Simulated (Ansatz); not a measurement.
# AlF₂H₄NO: what the fields show

```xyz
9

Al   -0.1022    0.2150    0.3473
O    -0.5026   -0.3814    1.8984
H    -0.7292   -1.2766    2.0893
F     1.3791   -0.1516   -0.2870
F    -1.2973    0.3422   -0.7871
N     0.1563    2.1457    0.8886
H     1.0792    2.4758    0.6627
H    -0.5139    2.7486    0.4422
H     0.0280    2.2079    1.8848
```

All numbers below come from RHF/6-31G* (Ansatz).

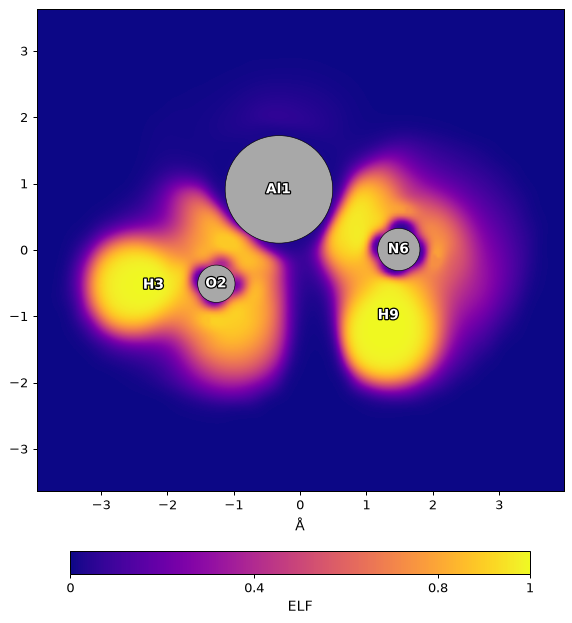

Figure 1. ELF on the plane of atoms Al1, N6 and H9. Grey discs cover the atomic cores.

**Read the bonding off the picture.**

Atoms in the plane: Al, O, H and N.
Al–O (1.71 Å): the ELF peaks at about 0.85 in the valence shell of O, 0.6 Å from its nucleus, and is about 0.50 at the midpoint.
Al–N (2.02 Å): the ELF peaks at about 1 in the valence shell of N, 0.7 Å from its nucleus, and is about 0.80 at the midpoint.
O–H (0.94 Å): the ELF climbs to about 1 towards the hydrogen, as it does in any bond to H (a covalent bond by its length).
N–H (1.01 Å): the ELF climbs to about 1 towards the hydrogen; a covalent bond by its length.
The ELF also peaks beside O2, away from the bonds: lone-pair regions.

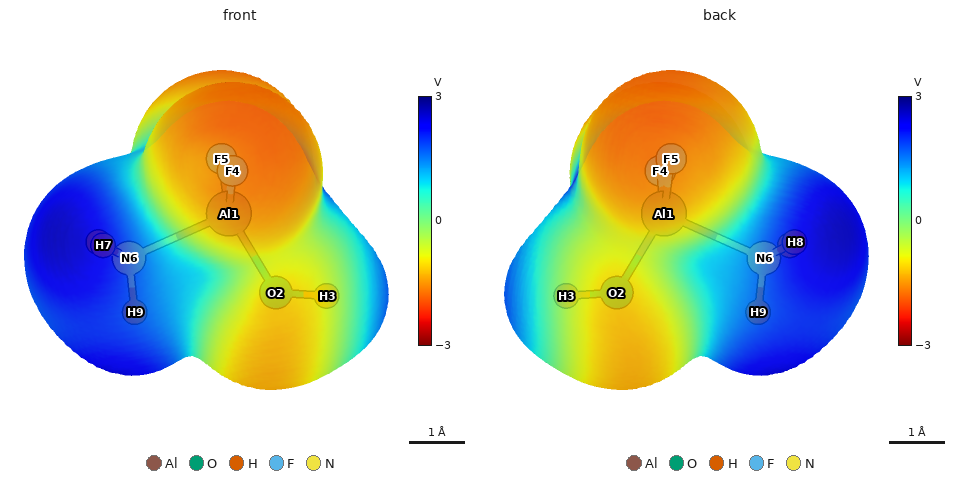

Figure 2. The molecular electrostatic potential painted on the density surface at 0.001 e/bohr³, seen from the front and from behind; red is negative and blue positive.

**Which sites attract a positive test charge, and which a negative one?**

A positive charge is drawn to the negative regions and a negative charge to the positive ones. The most negative region (about −1.8 V) lies over F4 and F5, the most positive (about +2.6 V) over H7 and H8.

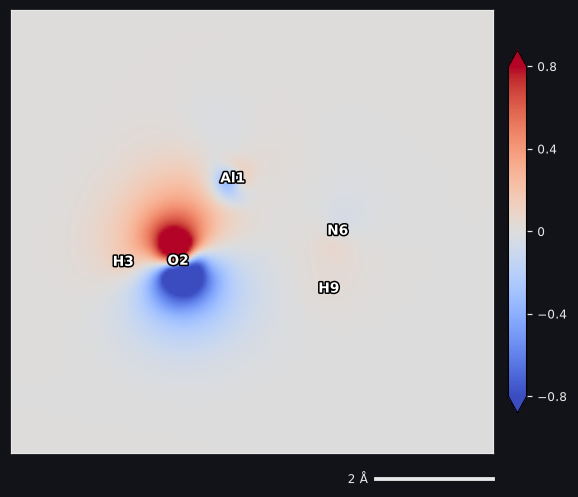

Figure 3. The HOMO−1 on the plane of atoms Al1, N6 and H9 (values in Å⁻³ᐟ²; the overall sign is arbitrary).

**What is the character of this orbital?**

Its weight (Hirshfeld) is mainly on O2 (about 80 %); largely a lone pair of O2. Its energy is −13.38 eV.
